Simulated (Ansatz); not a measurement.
# AlH₂F + HCl: a complex and its separated parts

The complex below is one end of an elementary step. How strongly is it bound against its free parts?

The runs use Ansatz 0.2.0, Gaussian basis; PBE0-D4/def2-TZVP structures, single points in def2-TZVPP, no counterpoise correction.

Levels: SPW92, PBE-D4, BLYP-D4, r2SCAN-D4, B97M-V, PBE0-D4, B3LYP-D4, r2SCAN0-D4, BHLYP-D4, CAM-B3LYP-D4, wB97X-V, wB97M-V, B2PLYP, PBE-QIDH, RPA on PBE, Hartree-Fock, MP2, CCSD, CCSD(T).

Cores are frozen in the correlated methods. B3LYP uses VWN-RPA correlation. B2PLYP carries no dispersion term here.

78 further runs of the same task are left out: 78 set aside as unsound or not needed.

## (1) Where the work starts

The complex: 6 atoms, charge 0, spin multiplicity 1.

Atoms are counted from 1 here; the program's logs count them from 0.

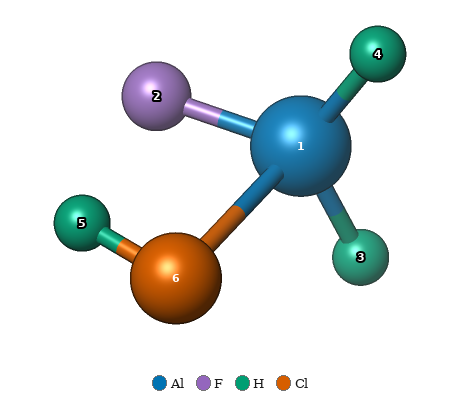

As it starts; aluminium blue, fluorine purple, hydrogen teal, chlorine orange; atoms are numbered from 1 in the order of the file.

Geometry (Å):

```mol
AlClFH3
  3D, bonds by distance, orders not assigned

  6  5  0  0  0  0  0  0  0  0999 V2000
   -0.6634    0.3267   -0.3467 Al  0  0
   -0.9733   -0.5771    1.0293 F   0  0
   -0.8893   -0.4036   -1.7275 H   0  0
   -0.5839    1.8910   -0.1522 H   0  0
    1.2731   -0.9214    1.0934 H   0  0
    1.8369   -0.3155    0.1037 Cl  0  0
  1  2  8  0
  1  3  8  0
  1  4  8  0
  1  6  8  0
  5  6  8  0
M  END
```

Its parts: AlH₂F holds atoms 1, 2, 3, 4; HCl holds atoms 5, 6. Each part counts its atoms afresh in its own runs.

## (2) Relaxing AlH₂F alone

Contents of relax-a/in.yaml:

```yaml
crystal:
  periodic: [false, false, false]
  atoms:
    - {symbol: Al, position_ang: [-0.663408, 0.326724, -0.346697]}
    - {symbol: F, position_ang: [-0.973288, -0.577063, 1.029253]}
    - {symbol: H, position_ang: [-0.889344, -0.403586, -1.727530]}
    - {symbol: H, position_ang: [-0.583930, 1.890984, -0.152238]}
basis:
  gaussian: {orbitals: def2-TZVP}
hamiltonian: {xc: pbe0, dispersion: d4}
relax: {f_tol: 0.005, max_steps: 200}
```

On the command line:

```console
> ansatz run in.yaml --threads 2 --pin off --events-out ev --progress --plain --max-ram 4352MiB
```

The runs that follow: Relaxing HCl alone; SPW92/def2-TZVPP; PBE-D4/def2-TZVPP; BLYP-D4/def2-TZVPP; r2SCAN-D4/def2-TZVPP; B97M-V/def2-TZVPP; PBE0-D4/def2-TZVPP; B3LYP-D4/def2-TZVPP; r2SCAN0-D4/def2-TZVPP; BHLYP-D4/def2-TZVPP; CAM-B3LYP-D4/def2-TZVPP; wB97X-V/def2-TZVPP; wB97M-V/def2-TZVPP; B2PLYP/def2-TZVPP; PBE-QIDH/def2-TZVPP; RPA on PBE/def2-TZVPP; CCSD(T)/def2-TZVPP; Vibrations of AlH₂F; Vibrations of HCl.

Q: Predict the outcome of this session. Wanted: complex less parts, CCSD(T)/def2-TZVPP; with zero-point energy; largest T1 diagnostic.

As calculated:

| quantity | value |
| --- | --- |
| complex less parts, CCSD(T)/def2-TZVPP | -0.328 eV |
| with zero-point energy | -0.258 eV |
| largest T1 diagnostic | 0.012 |

What this shows: At CCSD(T) the complex lies 0.328 eV below its parts. Among the functionals B3LYP-D4 lands nearest to CCSD(T) (-0.006 eV) and SPW92 farthest (-0.259 eV). Mean unsigned error by rung: LDA 0.259, GGA 0.042, meta-GGA 0.058, hybrid 0.043, range-separated hybrid 0.042, double hybrid 0.036 eV. PBE-D4 gives a relative energy 0.074 eV too low, outside chemical accuracy (1 kcal/mol, 0.043 eV). No counterpoise was applied, and triple zeta lacks some correlation, so the CCSD(T) reference has a basis error of its own, and close matches with it are partly luck.
